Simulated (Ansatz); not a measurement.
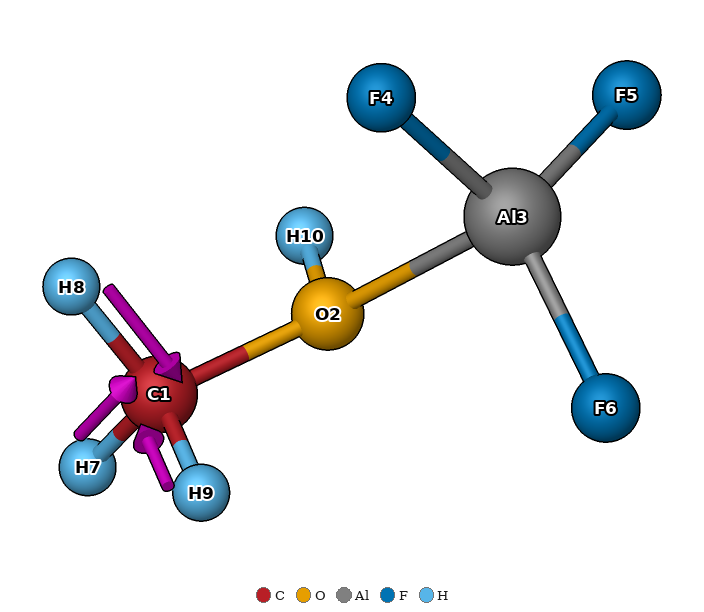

The arrows show one normal mode. Harmonic vibrations computed with RKS PBE0-D4/def2-TZVP (Ansatz 0.2.0) at a stationary point of the same level.

What kind of motion is it?

Mostly in-phase stretching of 3 C–H bonds.

Estimate its harmonic wavenumber.

3080 cm⁻¹; it is mode 21 of 24 counted from the lowest.
